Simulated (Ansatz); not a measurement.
One crystal and one scan (scan of one atom of the cell) at two levels, PBE (plane waves to 420 eV, PAW, scalar-relativistic; Ansatz, a quantum-chemistry and plane-wave program) and r2SCAN (plane waves to 500 eV, PAW, scalar-relativistic; Ansatz), each from its own relaxed cell and on its own mesh. The cell shown is that of PBE.

Starting cell, GaN (wurtzite):

```yaml
crystal:
  lattice:
    - [3.21838, 0.00000, 0.00000]
    - [-1.60919, 2.78720, 0.00000]
    - [0.00000, 0.00000, 5.24320]
  atoms:
    - { symbol: Ga, position: [0.66667, 0.33333, 0.00096] }
    - { symbol: Ga, position: [0.33333, 0.66667, 0.50096] }
    - { symbol: N, position: [0.66667, 0.33333, 0.62424] }
    - { symbol: N, position: [0.33333, 0.66667, 0.12424] }
```

Scan: atom 3 (N, nearest neighbour Ga at 1.967 Å; its periodic images, 3.2 Å or more away, move with it) is displaced along Cartesian [110], direction (0.707, 0.707, 0.000) in Cartesian axes, by s. The other atoms stay.

The energy includes the smearing's −TS. GaN was relaxed with its symmetry unable to fall. Percentages come from the unrounded values.

| quantity | PBE | r2SCAN | PBE − r2SCAN |
|---|---|---|---|
| Lattice constant a (Å) | 3.218 | 3.183 | +0.035 (+1.1 %) |
| Lattice constant c (Å) | 5.243 | 5.184 | +0.059 (+1.1 %) |
| Relaxed volume (Å³/atom) | 11.76 | 11.37 | +0.39 (+3.4 %) |
| Force constant k = d²E/ds² at s = 0 (finite differences) (eV/Å²) | 12.39 | 13.88 | -1.49 (-11 %) |

PBE gives the higher value for: lattice constant a; lattice constant c; relaxed volume. PBE gives the lower value for: force constant k = d²E/ds² at s = 0. Both give the same shape of the curve: a single well with its minimum at or next to zero displacement.

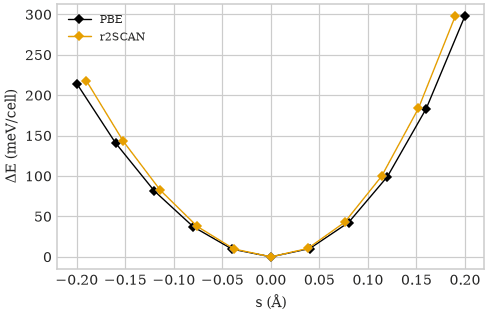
ΔE, each from the undisplaced structure of its own level.

(For displaced atoms, the force is minus the slope of the energy, and its curvature is a force constant, which sets phonon frequencies.)
